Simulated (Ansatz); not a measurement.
```
CELL_PARAMETERS angstrom
11.46727 0.00000 0.00000
0.00000 11.46727 0.00000
0.00000 0.00000 5.73363
ATOMIC_POSITIONS crystal
Sn 0.00000 0.00000 0.00000
Ge 0.00000 0.50000 0.00000
Ge 0.50000 0.00000 0.00000
Sn 0.50000 0.50000 0.00000
Ge 0.00000 0.25385 0.50000
Ge 0.00000 0.74615 0.50000
Ge 0.50000 0.24615 0.50000
Ge 0.50000 0.75385 0.50000
Ge 0.25385 0.00000 0.50000
Ge 0.24615 0.50000 0.50000
Ge 0.74615 0.00000 0.50000
Ge 0.75385 0.50000 0.50000
Ge 0.25000 0.25000 0.00225
Ge 0.25000 0.75000 0.99775
Ge 0.75000 0.25000 0.99775
Ge 0.75000 0.75000 0.00225
Ge 0.13020 0.13020 0.26323
Ge 0.12388 0.62388 0.24545
Ge 0.62388 0.12388 0.24545
Ge 0.63020 0.63020 0.26323
Ge 0.12388 0.37612 0.75455
Ge 0.13020 0.86980 0.73677
Ge 0.63020 0.36980 0.73677
Ge 0.62388 0.87612 0.75455
Ge 0.37612 0.12388 0.75455
Ge 0.36980 0.63020 0.73677
Ge 0.86980 0.13020 0.73677
Ge 0.87612 0.62388 0.75455
Ge 0.36980 0.36980 0.26323
Ge 0.37612 0.87612 0.24545
Ge 0.87612 0.37612 0.24545
Ge 0.86980 0.86980 0.26323
```

Space group P-4m2; a generated structure, not necessarily the stable one.

These are results of DFT r2SCAN, scalar-relativistic, plane waves, PAW in Ansatz 0.2.0, not measurements.

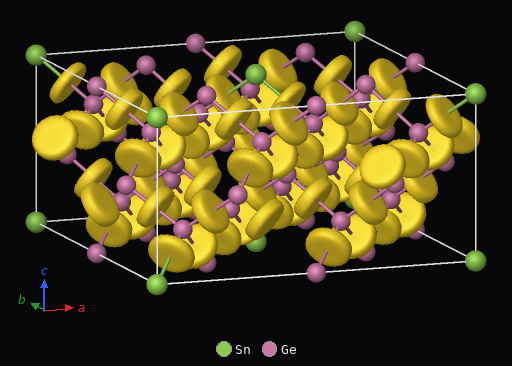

SnGe15. Isosurface of the electron localisation function at 0.6 (yellow), seen slightly off an axis. Core shells and regions of very low density are left out. Sticks mark near contacts.

**Identify the bonds, lone pairs and shells in this picture.**

At this value the surface marks out 56 regions between bonded Ge–Ge atoms (shared pairs) and eight regions between bonded Ge–Sn atoms (shared pairs), counted in one cell of 32 atoms. Regions shared between cells count once.

Values along the shortest contacts:
Ge–Ge (2.45 Å): the ELF peaks at about 0.80 between the atoms; a shared electron pair. Sn–Ge (2.60 Å): the ELF peaks at about 0.75 between the atoms.
